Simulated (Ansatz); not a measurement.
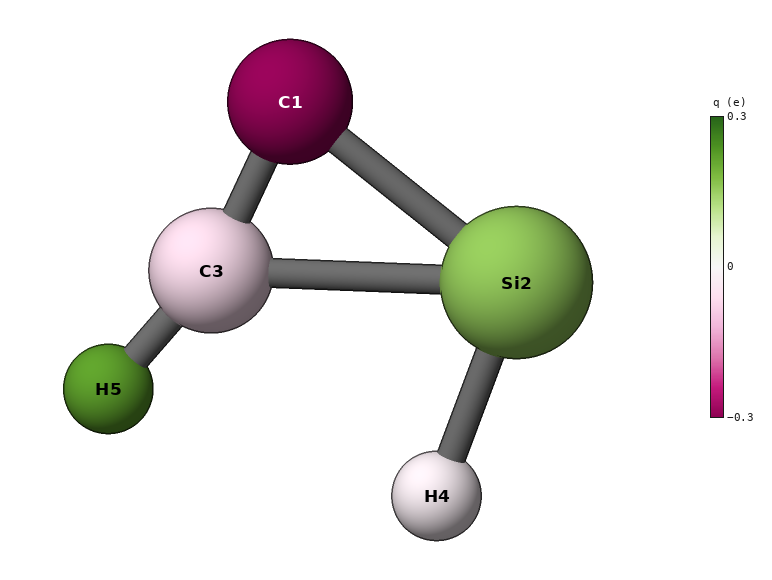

Atoms are coloured by their Mulliken charges. The geometry was computed by an optimisation with PBE0-D4/def2-TZVP. No frequency run is at hand to confirm it as a minimum. Properties computed with RKS PBE0-D4/def2-TZVP (Ansatz 0.2.0).

> Which atom carries the highest charge (most positive or least negative)?

H5 (0.22 e).

> And the lowest?

C1 (−0.29 e).

Give the Mulliken charges atom by atom.

| atom | value (e) |
| --- | --- |
| C1 | −0.29 |
| Si2 | 0.16 |
| C3 | −0.06 |
| H4 | −0.02 |
| H5 | 0.22 |

Mulliken values depend strongly on the basis set and can even reverse the polarity of a bond.
